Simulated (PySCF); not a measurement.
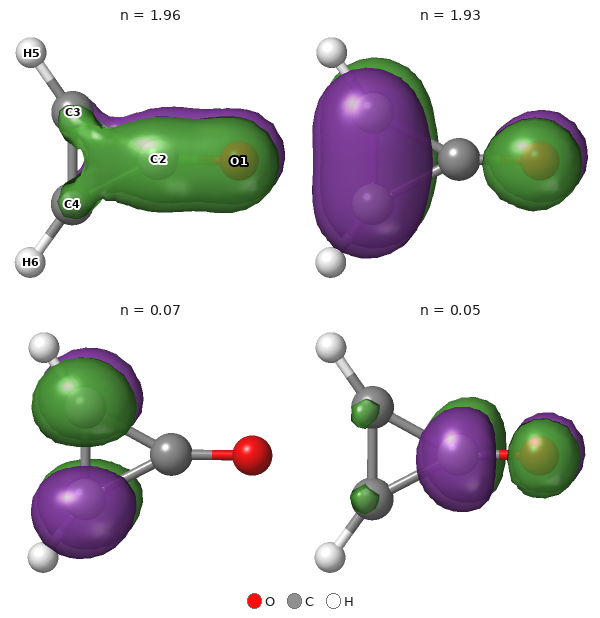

*C$_{3}$H$_{2}$O, SMILES `O=C1C=C1`. Natural orbitals of the π active space, CASSCF(4,4), singlet state, in order of falling occupation.*

Method: def2-SVP basis; geometry: GFN2-xTB; program: PySCF. No frequency check shows the geometry to be a minimum.

Geometry (Å), atoms numbered from 1:

```
O1      -1.5247   -0.0000    0.0000
C2      -0.3353    0.0001    0.0000
C3       0.9270   -0.6746    0.0000
C4       0.9271    0.6745    0.0000
H5       1.5425   -1.5468    0.0000
H6       1.5425    1.5468    0.0000
```

Q: How multiconfigurational is the state?

A: The leading determinant weighs 0.94; the effective number of unpaired electrons, Σ n²(2−n)², is 0.05; the most occupied of the weakly occupied orbitals holds 0.07 e, as in an ordinary closed-shell π system. The active space lowers the energy by 1.27 eV against Hartree–Fock.

Q: Where does the lowest triplet lie relative to the singlet, at this geometry and within this active space?

A: 5.15 eV above it by strongly contracted NEVPT2 (+4.58 eV by CASSCF); a small basis tends to put such gaps a few tenths of an eV too high. This is a vertical energy for π states alone; a state that uses lone pairs or σ orbitals may lie lower.
